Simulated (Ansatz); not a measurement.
# InH3 (SMILES [InH3]): levels of theory compared

We compute a comparison of 6 runs (B3LYP/STO-3G, BLYP/STO-3G, HSE06/STO-3G, PBE/STO-3G, CCSDT/STO-3G, CCSD(T)/STO-3G) of InH3. 

The results are computed with Ansatz 0.2.0.

29 further runs of the same task are left out: 1 that didn't finish, 28 set aside as unsound or not needed.

## 1. Starting point

InH3 has 4 atoms, charge 0, and is taken as a singlet. As SMILES, `[InH3]`. The H3–In1 distance was set to 3.448 Å, away from the relaxed value. At this shape a bond of the SMILES string is far longer than usual.

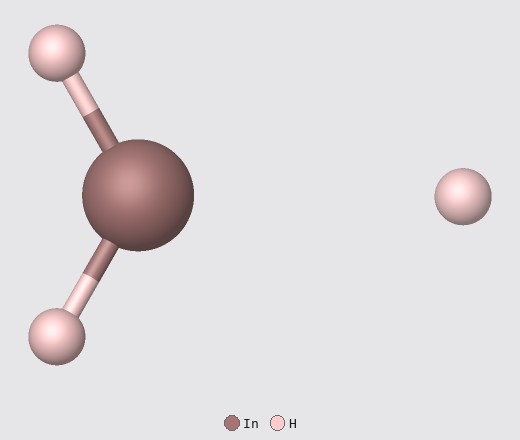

The structure, seen from a chosen angle (indium brown, hydrogen pink).

## 2. The energy at B3LYP/STO-3G (run 1)

molecule.yaml reads:

```yaml
crystal:
  periodic: [false, false, false]
  atoms:
    - {symbol: In, position_ang: [1.123415, 0.077101, 1.311217]}
    - {symbol: H, position_ang: [1.525015, 1.608201, 1.994517]}
    - {symbol: H, position_ang: [-1.095600, -0.107300, -1.321400]}
    - {symbol: H, position_ang: [1.831315, -1.361799, 1.944317]}
basis:
  gaussian:
    orbitals: STO-3G
total_charge: 0
magnetization:
  spin_polarized: false
  initial_magnetization: 0
hamiltonian:
  xc: {name: B3LYP}
accuracy: high
```

On the command line:

```bash
ansatz run molecule.yaml --threads 1 --pin off --max-ram 2610MiB --events-out events.jsonl --progress --plain --runs-dir runs
```

Output:

```text
Warning: RAYON_NUM_THREADS=1 ignored (pool sized by the plan → 1); use --threads N
Functional definition: B3LYP
  name "B3LYP"
  parameter a0 = 0.2
  parameter ax = 0.72
  parameter ac = 0.81
  exchange = (1 - a0 - ax)*slater_x + ax*b88_x + a0*exact_x
  correlation = (1 - ac)*vwn_rpa_c + ac*lyp_c
521 factors; integrals over basis functions are off by at most 3.9e-9 eV
mean field evaluation 1: about -154728.4146 eV, gradient 2.1e1 eV
mean field evaluation 2: about -154722.9420 eV, gradient 1.5e1 eV
mean field evaluation 4: about -154730.8539 eV, gradient 1.5e1 eV
mean field evaluation 8: about -154733.2868 eV, gradient 1.3e1 eV
mean field evaluation 16: about -154734.9769 eV, gradient 1.9e-8 eV
mean field -154734.97687462 eV, -5686.4055170079 hartree, gradient 1.9e-8 eV, S^2 0.000000; 0 other end points of the search recorded, 0 dependent functions left out
reference -154734.97690305 eV, -5686.4055180526 hartree; 26, 26 occupied and 4, 4 virtual orbitals, 521 factors
Total energy: -154734.97690305 eV, -5686.4055180526 hartree
```

Wall time 1.6 s (1 thread of Arm Neoverse V1, shared host); peak memory 0.098 GiB.

## 3. The energy at BLYP/STO-3G (run 2)

Changes to molecule.yaml since step 2:

```diff
@@ -10,8 +10,4 @@
     orbitals: STO-3G
-total_charge: 0
-magnetization:
-  spin_polarized: false
-  initial_magnetization: 0
 hamiltonian:
-  xc: {name: B3LYP}
+  xc: {name: BLYP}
 accuracy: high
```

On the command line:

```bash
ansatz run molecule.yaml --threads 1 --pin off --max-ram 2610MiB --events-out events.jsonl --progress --plain --runs-dir runs
```

Output:

```text
Warning: RAYON_NUM_THREADS=1 ignored (pool sized by the plan → 1); use --threads N
Functional definition: BLYP
  name "BLYP"
  parameter beta = 0.0042
  parameter a = 0.04918
  parameter b = 0.132
  parameter c = 0.2533
  parameter d = 0.349
  exchange = b88_x(beta = beta)
  correlation = lyp_c(a = a, b = b, c = c, d = d)
521 factors; integrals over basis functions are off by at most 3.9e-9 eV
mean field evaluation 1: about -154712.2769 eV, gradient 5.4e1 eV
mean field evaluation 2: about -154708.4811 eV, gradient 3.1e1 eV
mean field evaluation 4: about -154720.2814 eV, gradient 1.3e1 eV
mean field evaluation 8: about -154729.1276 eV, gradient 1.5e1 eV
mean field evaluation 16: about -154731.4375 eV, gradient 1.5e-5 eV
mean field -154731.43753046 eV, -5686.2754485091 hartree, gradient 3.5e-8 eV, S^2 0.000000; 0 other end points of the search recorded, 0 dependent functions left out
reference -154731.43756921 eV, -5686.2754499330 hartree; 26, 26 occupied and 4, 4 virtual orbitals, 521 factors
Total energy: -154731.43756921 eV, -5686.2754499330 hartree
```

Run time: 1.5 s. Hardware: 1 thread of Arm Neoverse V1, shared host; peak memory 0.093 GiB.

## 4. The energy at HSE06/STO-3G (run 3)

run.yaml reads:

```yaml
crystal:
  periodic: [false, false, false]
  atoms:
    - {symbol: In, position_ang: [1.123415, 0.077101, 1.311217]}
    - {symbol: H, position_ang: [1.525015, 1.608201, 1.994517]}
    - {symbol: H, position_ang: [-1.095600, -0.107300, -1.321400]}
    - {symbol: H, position_ang: [1.831315, -1.361799, 1.944317]}
basis:
  gaussian:
    orbitals: STO-3G
hamiltonian:
  xc: hse06
accuracy: high
```

On the command line:

```bash
ansatz run run.yaml --threads 1 --pin off --max-ram 2610MiB --events-out events.jsonl --progress --plain --runs-dir runs
```

Output:

```text
Warning: RAYON_NUM_THREADS=1 ignored (pool sized by the plan → 1); use --threads N
Functional definition: HSE06
  name "HSE06"
  parameter a = 0.25
  parameter omega = 0.11/bohr
  exchange = pbe_x - a*pbe_x_sr(omega) + a*exact_x_sr(omega)
  correlation = pbe_c
521 factors; integrals over basis functions are off by at most 3.9e-9 eV
49 factors; integrals over basis functions are off by at most 6.0e-10 eV
mean field evaluation 1: about -154721.5468 eV, gradient 1.9e1 eV
mean field evaluation 2: about -154715.8820 eV, gradient 1.4e1 eV
mean field evaluation 4: about -154722.8833 eV, gradient 1.4e1 eV
mean field evaluation 8: about -154725.7525 eV, gradient 1.3e1 eV
mean field evaluation 16: about -154727.5716 eV, gradient 2.0e-5 eV
mean field -154727.57159504 eV, -5686.1333780027 hartree, gradient 2.7e-8 eV, S^2 0.000000; 0 other end points of the search recorded, 0 dependent functions left out
reference -154727.57159698 eV, -5686.1333780743 hartree; 26, 26 occupied and 4, 4 virtual orbitals, 521 factors
Total energy: -154727.57159698 eV, -5686.1333780743 hartree
```

Run time: 2 s. Hardware: 1 thread of Arm Neoverse V1, shared host; peak memory 0.099 GiB.

Runs 4 to 5 aren't shown in full; the table further down has their settings and results.

## 5. A single-point energy at CCSD(T)/STO-3G (run 6)

in.yaml reads:

```yaml
crystal:
  periodic: [false, false, false]
  atoms:
    - symbol: In
      position_ang: [1.123415, 0.077101, 1.311217]
    - symbol: H
      position_ang: [1.525015, 1.608201, 1.994517]
    - symbol: H
      position_ang: [-1.095600, -0.107300, -1.321400]
    - symbol: H
      position_ang: [1.831315, -1.361799, 1.944317]
basis:
  gaussian: {orbitals: STO-3G}
correlation: {method: ccsd_t, frozen_orbitals: {H: 0, In: 18}}
accuracy: high
scf: {omitted_lower_state_checks: [cluster_reference, increment]}
```

On the command line:

```bash
ansatz run in.yaml --threads 1 --pin off --max-ram 2610MiB --events-out events.jsonl --progress --plain --runs-dir runs
```

Output, shortened:

```text
Warning: RAYON_NUM_THREADS=1 ignored (pool sized by the plan → 1); use --threads N
Functional definition: HF
  name "HF"
[...]
521 factors; integrals over basis functions are off by at most 3.9e-9 eV
[...]
mean field -154677.86854456 eV, -5684.3068245876 hartree, gradient 9.2e-8 eV, S^2 0.000000; 1 other end points of the search recorded, 0 dependent functions left out; unrestricted orbitals would lower it
18 core orbitals not correlated: weight in the atoms' cores, before any rotation towards them, 1.000 or more for the frozen orbitals, at most 0.000 for the correlated occupied ones
reference -154677.86854456 eV, -5684.3068245876 hartree; 8, 8 occupied and 4, 4 virtual orbitals, 521 factors
second order -2.53191391 eV of doubles, -0.00000000 eV of singles
cycle   1  -2.27527966 eV  change   -9.2e-1 eV  update   1.5e-1
[...]
cycle  27  -4.44857269 eV  change   4.6e-10 eV  update  3.0e-10
perturbative correction -0.11707555 eV, -0.0043024470 hartree
WARN: these amplitudes may be one of several solutions (largest doubles amplitude 0.72, level shift 8.00 eV)
Total energy: -154682.43419279 eV, -5684.4746090655 hartree
Checks for a lower state left out: cluster_reference, increment
```

It took 0.52 s on 1 thread of Arm Neoverse V1, shared host.

## 6. The series

```tsv
run	level	frozen core orbitals	energy (Eh)	wall time
1	B3LYP/STO-3G	–	-5686.405518	1.6 s
2	BLYP/STO-3G	–	-5686.275450	1.5 s
3	HSE06/STO-3G	–	-5686.133378	2 s
4	PBE/STO-3G	–	-5685.807209	1.5 s
5	CCSDT/STO-3G	18	-5684.474812	0.64 s
6	CCSD(T)/STO-3G	18	-5684.474609	0.52 s
```

## 7. Results

| quantity | value |
| --- | --- |
| run 6: total energy | -5684.47461 Eh |
| run 6: correlation energy (18 core orbitals frozen) | -167.8 mEh |
| run 6: (T) correction | -4.30 mEh |
| run 6: T1 diagnostic | 0.044 |

Totals of different functionals can't be ranked against each other. In run 6 the T1 diagnostic is large, so a single reference may not serve. In runs 5, 6 the log says that unrestricted orbitals would lower the reference, so the values rest on an unstable closed-shell determinant (other closed-shell runs at this shape may share the fault). In runs 1, 2, 3, 4, 5, 6 the basis is minimal, so the values are rough. In runs 1, 2, 3, 4, 5, 6 relativity is left out where basis or elements ask for it. All runs together took 7.7 s, the longest 2 s.
